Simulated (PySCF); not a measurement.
EPR calculation of C₃H₈NOSi₂

- system: C₃H₈NOSi₂, multiplicity 2, SMILES O=CN[Si]1C[SiH2]C1
- method: UKS B3LYP, pcH-1 on C H N O Si, non-relativistic, mean-field spin-orbit, GIAO (PySCF 2.14.0)

It belongs to a series of runs on one base structure; here: H removed from Si.

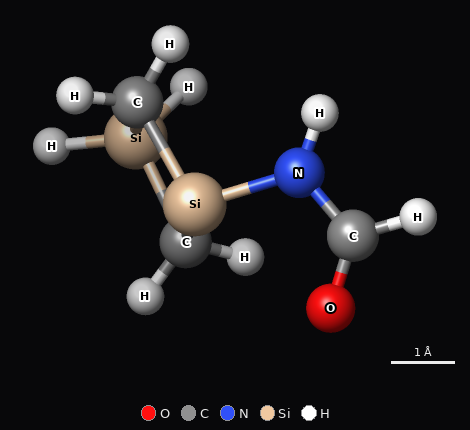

Fig. 1: The structure as given in the input (ball-and-stick view, seen at a tilt). Bond lengths as drawn: C–H 1.09 to 1.10 Å, C–N 1.34 Å, C–O 1.21 Å, C–Si 1.92 to 1.94 Å, H–N 1.01 Å, H–Si 1.46 Å and N–Si 1.78 Å.

Key numbers:

| quantity | value |
| --- | --- |
| outcome | converged |
| total energy | −828.135021 hartree |
| ⟨S²⟩ | 0.752 |
| isotropic g | 2.0023 |
| hardware | 1 CPU thread, shared host |
| wall time | 94 s |
| peak memory | 1.1 GiB |

Input:
```
{"job": {"kind": "epr", "basis": "pcH-1"}, "charge": 0, "multiplicity": 2}
O      2.521925     1.405746     1.147071
C      2.569269     0.204525     1.012045
N      1.722913    -0.445219     0.204448
Si     0.544605     0.590739    -0.634720
C     -0.900251     1.069075     0.559387
Si    -2.054240    -0.240388    -0.240654
C     -0.674495    -0.640764    -1.510101
H      3.304712    -0.427521     1.540637
H      1.820047    -1.443190     0.090619
H     -0.673668     0.920199     1.612054
H     -1.248832     2.092471     0.458374
H     -2.387901    -1.360732     0.642201
H     -3.270650     0.319097    -0.827670
H     -0.928681    -0.358264    -2.526866
H     -0.349167    -1.677782    -1.548736
```

The first line tells a small driver script what to run in PySCF; the rest is the geometry in Å.

Run as:
```bash
OMP_NUM_THREADS=1 python <driver script> task.json out
```

The program's output:
```
UKS, coarse grid
  cycle   1  E = -827.92140112  |g| = 7.25e-01
  cycle   2  E = -826.95451371  |g| = 1.61e+00
  cycle   3  E = -828.08142411  |g| = 3.45e-01
  cycle   4  E = -828.13113768  |g| = 9.16e-02
  cycle   5  E = -828.13477434  |g| = 2.19e-02
  cycle   6  E = -828.13491862  |g| = 1.20e-02
  cycle   7  E = -828.13498229  |g| = 2.29e-03
  cycle   8  E = -828.13498589  |g| = 6.71e-04
UKS, final grid
  cycle   1  E = -828.13502043  |g| = 6.88e-04
  cycle   2  E = -828.13502031  |g| = 9.07e-04
  cycle   3  E = -828.13502067  |g| = 2.04e-04
  cycle   4  E = -828.13502069  |g| = 5.21e-05
  cycle   5  E = -828.13502069  |g| = 3.47e-05
  cycle   6  E = -828.13502069  |g| = 6.34e-06
E = -828.13502069 Eh   <S^2> = 0.7517 (exact 0.7500)
g shifts (ppm)      1          2          3
  rmc          -162       -162       -162
  gc             86         69         39
  oz_so        -640        -24        776
  total        -717       -118        652
hyperfine (MHz)  atom isotope    a_iso     a_fc   dipolar eigenvalues
    0   17O      -7.15      -7.16    -12.07      5.29      6.77
    1   13C      -0.96      -0.95     -1.82     -0.44      2.26
    2   14N       5.22       5.20     -2.63     -2.36      4.99
    3  29Si    -657.47    -658.46   -146.94     72.45     74.49
    4   13C      36.48      36.44    -10.36     -9.56     19.92
    5  29Si     -31.89     -31.91     -2.88      1.21      1.68
    6   13C      27.00      26.95     -8.95     -8.21     17.17
    7    1H       4.86       4.86     -1.87     -1.66      3.54
    8    1H       7.21       7.20     -4.45     -1.11      5.56
    9    1H       3.75       3.74     -5.93     -0.20      6.13
   10    1H       3.83       3.82     -6.09     -2.97      9.06
   11    1H      17.33      17.33     -1.04     -0.76      1.80
   12    1H      21.11      21.11     -1.14     -0.63      1.77
   13    1H       9.79       9.78     -5.63     -3.05      8.68
   14    1H       4.85       4.83     -5.32     -0.29      5.61
```

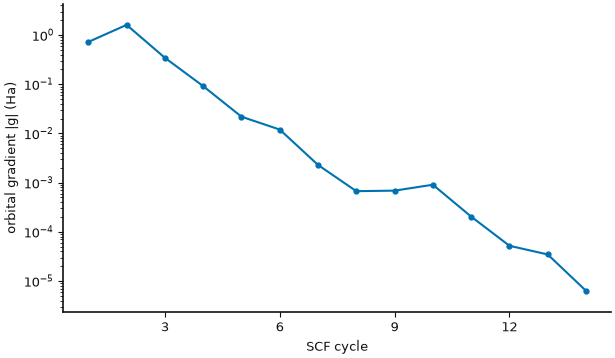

Fig. 2: Convergence of the self-consistent field: orbital gradient |g| against the SCF cycle. All cycles printed in the log are drawn one after another.

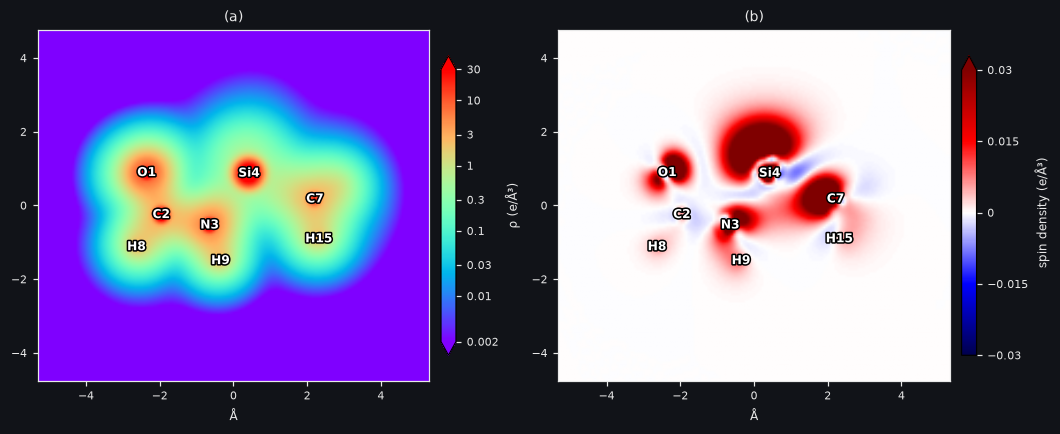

Fig. 3: (a) electron density; (b) spin density on the plane of atoms C2, N3 and H9. The section cuts through O, C, N, Si and H sites. C–O (1.21 Å): ρ at the midpoint is about 3.3 e/Å³. C–N (1.34 Å): ρ is about 2.4 e/Å³ halfway. N–H (1.01 Å): ρ at the midpoint is about 2.9 e/Å³, with its minimum of 2.3 e/Å³ about 0.7 Å from N. The unpaired spin (1 electron) lies mostly on Si4 (about 0.7), C5 (about 0.1) and C7 (about 0.1), in electrons by Hirshfeld's partition.

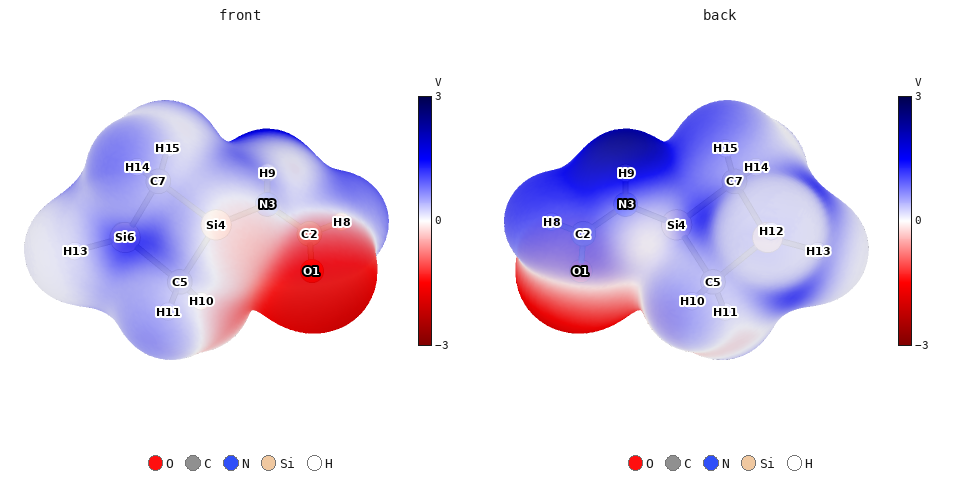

Fig. 4: The molecular electrostatic potential painted on the density surface at 0.002 e/bohr³, seen face on and from behind; the colour scale runs from red (negative) to blue (positive).
